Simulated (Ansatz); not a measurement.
# Cl2FH3OSi2: a ladder of functionals and wavefunction methods

Aim: compute Cl2FH3OSi2 with functionals from several rungs and with coupled cluster, and see how far each lands from CCSD(T) at the basis-set limit for the atomisation energy.

The runs use Ansatz 0.2.0, Gaussian basis; functionals in def2-TZVPP, the program's frozen cores in correlated methods.

The runs, in order: PBE-D4, r2SCAN-D4, PBE0-D4, B3LYP-D4, ωB97X-V, ωB97M-V, B2PLYP; CCSD(T)/def2-TZVPP; MP2/def2-QZVPP; extrapolation to the limit.

## (1) The relaxed structure

All runs share one geometry, relaxed beforehand with PBE0-D4 in a triple-zeta def2 set.

SMILES `O[SiH](F)[SiH](Cl)Cl`, 9 atoms, charge 0, spin multiplicity 1.

Atoms are counted from 1 here; the program's logs count them from 0.

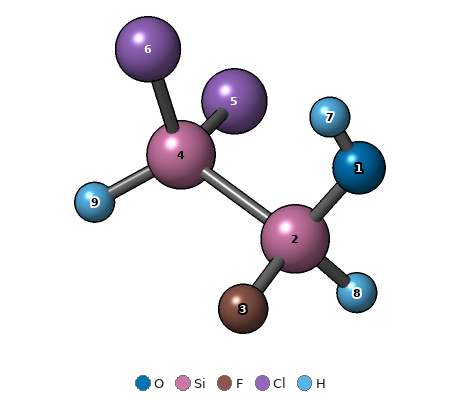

The geometry (colours as in the key); atoms are numbered from 1 in the order of the file.

## (2) PBE-D4 (GGA)

Input file in.yaml:

```yaml
crystal:
  periodic: [false, false, false]
  atoms:
    - {symbol: O, position_ang: [1.839348, -0.673997, -0.452149]}
    - {symbol: Si, position_ang: [0.407935, -1.030778, 0.237934]}
    - {symbol: F, position_ang: [0.558642, -1.259323, 1.813010]}
    - {symbol: Si, position_ang: [-1.031081, 0.807003, -0.036405]}
    - {symbol: Cl, position_ang: [-1.858671, 0.742513, -1.910665]}
    - {symbol: Cl, position_ang: [0.183525, 2.466772, 0.113932]}
    - {symbol: H, position_ang: [2.178855, 0.219081, -0.357169]}
    - {symbol: H, position_ang: [-0.057408, -2.297484, -0.361246]}
    - {symbol: H, position_ang: [-2.132642, 0.979812, 0.935859]}
basis:
  gaussian: {orbitals: def2-TZVPP}
hamiltonian: {xc: pbe, dispersion: d4}
output: {forces: true, orbitals: {seedname: orbitals}}
```

Launch:

```bash
> ansatz run in.yaml --threads 4 --pin off --events-out ev --progress --plain --max-ram 10444MiB
```

Further steps of the session: r2SCAN-D4 (meta-GGA); PBE0-D4 (hybrid); B3LYP-D4 (hybrid); ωB97X-V (range-separated); ωB97M-V (range-separated); B2PLYP (double hybrid); CCSD(T) in def2-TZVPP; MP2 in def2-QZVPP.

Q: Predict the results of all the runs planned. Wanted: atomisation energy, CCSD(T)/CBS; farthest; mean size of error, hybrid; mean size of error, range-separated; gap, smallest and largest; T1 diagnostic; triples share of the correlation energy.

The runs gave:

| quantity | value |
| --- | --- |
| atomisation energy, CCSD(T)/CBS | 3214.8 kJ/mol |
| functionals within 16.1 kJ/mol (0.5 %) | PBE-D4, r2SCAN-D4, ωB97X-V, ωB97M-V |
| farthest | B2PLYP (-76.6 kJ/mol) |
| mean size of error, hybrid | 51.3 kJ/mol |
| mean size of error, range-separated | 4.6 kJ/mol |
| gap, smallest and largest | 5.19 eV (PBE-D4), 11.66 eV (ωB97X-V) |
| T1 diagnostic | 0.0113 |
| triples share of the correlation energy | 3.6 % |

PBE-D4 misses by +8.8 kJ/mol. Double hybrids carry the basis error of their MP2 part in triple zeta, and no dispersion term here, so their miss is partly the set-up's. The reference freezes the cores and leaves out relativity and excitations past (T), so misses under about 16.1 kJ/mol can't be ranked. Hartree-Fock recovers 73 % of the binding; the rest is correlation. The gap grows from 5.2 to 11.7 eV across the functionals, mostly with the share of exact exchange.
